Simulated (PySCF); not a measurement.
Molecule: C₃H₉B₂N, SMILES BNBCC=C.

```xyz
15

B     -2.6781     0.5312    -0.2658
N     -1.9675    -0.6504     0.0178
B     -0.6047    -0.8514     0.3528
C      0.4159     0.3631     0.4276
C      1.8434    -0.0509     0.5756
C      2.7870     0.1652    -0.3225
H     -3.8232     0.4602    -0.5077
H     -2.1280     1.5616    -0.2514
H     -2.5199    -1.4977    -0.0096
H     -0.2542    -1.9495     0.5841
H      0.1433     0.9770     1.2927
H      0.3155     1.0075    -0.4474
H      2.0810    -0.5785     1.4910
H      3.8023    -0.1632    -0.1777
H      2.5827     0.6838    -1.2457
```

Vertical TDDFT excitations, ωB97X-D/def2-SVPD with PySCF, at a GFN2-xTB geometry (no frequency check), gas phase.

Question: Predict the low-lying singlet excitations and the spectrum.

Answer: The lowest singlet lies at 5.63 eV (220 nm, f = 0.000); the brightest of the first 8 is S4 at 7.18 eV (173 nm), f = 0.382, mainly HOMO−3 → LUMO (77 %). No singlet lies below 3.1 eV (beyond 400 nm), so at this level no vertical transition falls in the visible.


| state | E (eV) | λ (nm) | f | main character |
| --- | --- | --- | --- | --- |
| S1 | 5.63 | 220 | 0.000 | HOMO → LUMO (81 %) |
| S2 | 6.57 | 189 | 0.002 | HOMO−2 → LUMO (70 %) |
| S3 | 6.91 | 179 | 0.024 | HOMO−1 → LUMO (68 %) |
| S4 | 7.18 | 173 | 0.382 | HOMO−3 → LUMO (77 %) |
| S5 | 7.28 | 170 | 0.035 | HOMO → LUMO+1 (39 %) |
| S6 | 7.41 | 167 | 0.285 | HOMO → LUMO+2 (75 %) |
| S7 | 7.86 | 158 | 0.000 | HOMO → LUMO+4 (31 %) |
| S8 | 7.96 | 156 | 0.008 | HOMO−4 → LUMO (70 %) |

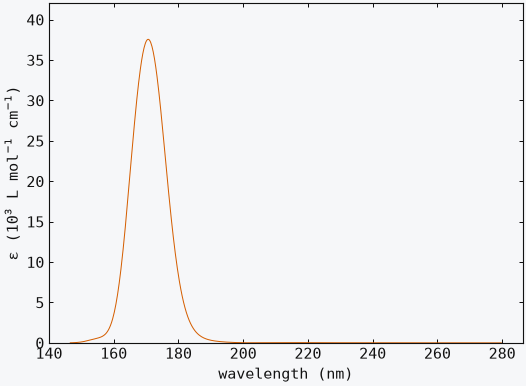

The lowest 8 singlet states are shown; each is broadened by a Gaussian of 1/e half-width 0.25 eV.

Note: the tight-binding geometry is rougher than a DFT one and adds to the error; one conformer of a flexible molecule; core orbitals are frozen in the response.
